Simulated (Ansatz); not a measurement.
# C2H8GaN (SMILES [CH3][Ga]([CH3])[NH2]) at HF/3-21G

What is the electronic atomisation energy of C2H8GaN at HF/3-21G? 

Program for the calculation: Ansatz 0.2.0.

41 further runs of the same task are left out: 41 set aside as unsound or not needed.

### Step 1. The molecule

C2H8GaN has 12 atoms, charge 0, and is taken as a singlet. As SMILES, `[CH3][Ga]([CH3])[NH2]`. Geometry: relaxed at PBE0-D4/def2-TZVP.

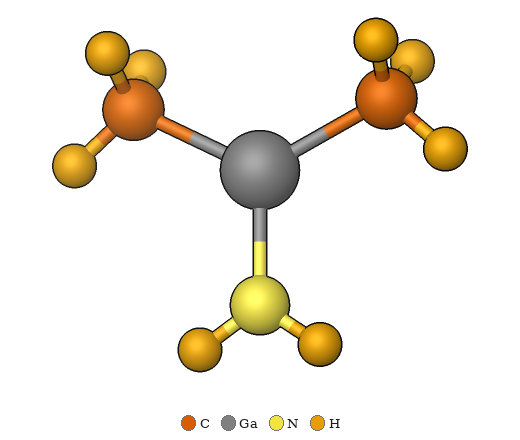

Viewed from a chosen angle; carbon orange, gallium grey, nitrogen yellow, hydrogen amber.

### Step 2. A single-point energy at HF/3-21G

File input.yaml:

```yaml
basis:
  gaussian:
    orbitals: 3-21G-spherical.json
crystal:
  periodic: [false, false, false]
  atoms:
    - {symbol: C, position_ang: [-0.496600, 1.795100, -0.383100]}
    - {symbol: Ga, position_ang: [-0.078800, -0.097900, -0.052000]}
    - {symbol: C, position_ang: [1.442300, -0.783000, 0.989400]}
    - {symbol: "N", position_ang: [-1.206800, -1.333200, -0.779100]}
    - {symbol: H, position_ang: [-1.389900, 1.910300, -0.999000]}
    - {symbol: H, position_ang: [-0.659300, 2.323300, 0.559900]}
    - {symbol: H, position_ang: [0.336100, 2.290100, -0.889200]}
    - {symbol: H, position_ang: [1.414300, -0.397200, 2.011600]}
    - {symbol: H, position_ang: [1.443400, -1.873300, 1.034100]}
    - {symbol: H, position_ang: [2.387700, -0.456700, 0.548400]}
    - {symbol: H, position_ang: [-2.017200, -1.104900, -1.329400]}
    - {symbol: H, position_ang: [-1.098200, -2.328000, -0.677500]}
hamiltonian:
  xc: hf
accuracy: high
output: {orbitals: {seedname: orbitals}}
```

The basis set 3-21G is read from a file made from the Basis Set Exchange's data (not shown).

Started as:

```sh
$ ansatz run input.yaml --threads 1 --pin off --max-ram 3480MiB --events-out events.jsonl --progress --plain --runs-dir runs
```

The log of the run:

```text
Warning: RAYON_NUM_THREADS=1 ignored (pool sized by the plan → 1); use --threads N
Functional definition: HF
  name "HF"
  exchange = exact_x
  correlation = 0
1440 factors; integrals over basis functions are off by at most 7.7e-9 eV
mean field evaluation 1: about -55725.6699 eV, gradient 3.8e1 eV
mean field evaluation 2: about -55725.8687 eV, gradient 3.8e1 eV
mean field evaluation 4: about -55728.9756 eV, gradient 2.7e0 eV
mean field evaluation 8: about -55729.0051 eV, gradient 1.1e-1 eV
mean field evaluation 16: about -55729.0052 eV, gradient 3.0e-8 eV
mean field -55729.00520894 eV, -2048.0031669522 hartree, gradient 3.0e-8 eV, S^2 0.000000; 0 other end points of the search recorded, 0 dependent functions left out
reference -55729.00520894 eV, -2048.0031669522 hartree; 29, 29 occupied and 36, 36 virtual orbitals, 1440 factors
Total energy: -55729.00520894 eV, -2048.0031669522 hartree
```

Run time: 1.4 s. Hardware: 1 thread of Arm Neoverse V1, shared host; peak memory 0.16 GiB.

### Step 3. The C atom

File molecule.yaml:

```yaml
crystal:
  periodic: [false, false, false]
  atoms:
    - {symbol: C, position_ang: [0.000000, 0.000000, 0.000000]}
basis:
  gaussian:
    orbitals: 3-21G.json
magnetization:
  spin_polarized: true
  initial_magnetization: 2
hamiltonian:
  xc: hf
accuracy: high
```

The basis set 3-21G is read from a file made from the Basis Set Exchange's data (not shown).

Started as:

```sh
$ ansatz run molecule.yaml --threads 1 --pin off --max-ram 3480MiB --events-out events.jsonl --progress --plain --runs-dir runs
```

The log of the run:

```text
Warning: RAYON_NUM_THREADS=1 ignored (pool sized by the plan → 1); use --threads N
Functional definition: HF
  name "HF"
  exchange = exact_x
  correlation = 0
42 factors; integrals over basis functions are off by at most 9.6e-9 eV
mean field evaluation 1: about -1019.7341 eV, gradient 4.9e0 eV
mean field evaluation 2: about -1019.7347 eV, gradient 4.9e0 eV
mean field evaluation 4: about -1019.9117 eV, gradient 1.9e-1 eV
mean field evaluation 8: about -1019.9119 eV, gradient 6.4e-5 eV
mean field evaluation 16: about -1019.9118 eV, gradient 6.1e-2 eV
mean field evaluation 32: about -1019.9119 eV, gradient 2.8e-8 eV
mean field -1019.91186813 eV, -37.4810698326 hartree, gradient 2.8e-8 eV, S^2 2.000971; 2 other end points of the search recorded, 0 dependent functions left out
reference -1019.91186813 eV, -37.4810698326 hartree; 4, 2 occupied and 5, 7 virtual orbitals, 42 factors
Total energy: -1019.91186813 eV, -37.4810698326 hartree
```

Run time: 0.04 s. Hardware: 1 thread of Arm Neoverse V1, shared host.

### Step 4. The Ga atom

File in.yaml:

```yaml
crystal:
  periodic: [false, false, false]
  atoms:
    - {symbol: Ga, position_ang: [0.000000, 0.000000, 0.000000]}
basis:
  gaussian: {orbitals: 3-21G-spherical.json}
magnetization: {spin_polarized: true, initial_magnetization: 1}
accuracy: high
hamiltonian: {xc: hf}
```

The basis set 3-21G is read from a file made from the Basis Set Exchange's data (not shown).

Run the same way, it converges to -1913.79018 Eh (log not shown).

### Step 5. The H atom at the same level

File job.yaml:

```yaml
crystal:
  periodic: [false, false, false]
  atoms:
    - {symbol: H, position_ang: [0.000000, 0.000000, 0.000000]}
basis:
  gaussian: {orbitals: 3-21G.json}
magnetization: {spin_polarized: true, initial_magnetization: 1}
hamiltonian: {xc: hf}
accuracy: high
```

The basis set 3-21G is read from a file made from the Basis Set Exchange's data (not shown).

Started as:

```sh
$ ansatz run job.yaml --threads 1 --pin off --max-ram 3480MiB --events-out events.jsonl --progress --plain --runs-dir runs
```

The log of the run:

```text
Warning: RAYON_NUM_THREADS=1 ignored (pool sized by the plan → 1); use --threads N
Functional definition: HF
  name "HF"
  exchange = exact_x
  correlation = 0
3 factors; integrals over basis functions are off by at most 1.3e-8 eV
mean field evaluation 1: about -13.4868 eV, gradient 1.3e0 eV
mean field evaluation 2: about -13.4868 eV, gradient 1.3e0 eV
mean field evaluation 4: about -13.5023 eV, gradient 2.1e-5 eV
mean field evaluation 8: about -13.5023 eV, gradient 1.0e-12 eV
mean field -13.50225274 eV, -0.4961986360 hartree, gradient 4.5e-8 eV, S^2 0.750000; 0 other end points of the search recorded, 0 dependent functions left out
reference -13.50225274 eV, -0.4961986360 hartree; 1, 0 occupied and 1, 2 virtual orbitals, 3 factors
Total energy: -13.50225274 eV, -0.4961986360 hartree
```

It took 0.04 s on 1 thread of Arm Neoverse V1, shared host.

### Step 6. The N atom

File run.yaml:

```yaml
crystal:
  periodic: [false, false, false]
  atoms:
    - symbol: "N"
      position_ang: [0.000000, 0.000000, 0.000000]
basis:
  gaussian:
    orbitals: 3-21G.json
magnetization:
  spin_polarized: true
  initial_magnetization: 3
hamiltonian:
  xc: hf
accuracy: high
```

The basis set 3-21G is read from a file made from the Basis Set Exchange's data (not shown).

Run the same way, it converges to -54.10539 Eh (log not shown).

### Step 7. Summary of results

At HF/3-21G:

| quantity | value |
| --- | --- |
| molecule: total energy | -2048.00317 Eh |
| molecule: HOMO energy | -9.98 eV |
| molecule: LUMO energy | 3.26 eV |
| molecule: HOMO–LUMO gap | 13.24 eV |
| C atom: total energy | -37.48107 Eh |
| C atom: ⟨S²⟩ | 2.001 |
| Ga atom: total energy | -1913.79018 Eh |
| Ga atom: ⟨S²⟩ | 0.750 |
| H atom: total energy | -0.49620 Eh |
| H atom: ⟨S²⟩ | 0.750 |
| N atom: total energy | -54.10539 Eh |
| N atom: ⟨S²⟩ | 3.752 |
| electronic atomisation energy | 31.997 eV |

What this shows: Taking the molecule apart into free atoms costs 32.00 eV (738 kcal/mol), before zero-point energy and without spin-orbit coupling. Hartree–Fock lacks the correlation of the bonding pairs, which as a rule makes this value much too low; in minimal bases other errors can mask that. The basis has no polarisation functions, which makes bonds too weak.
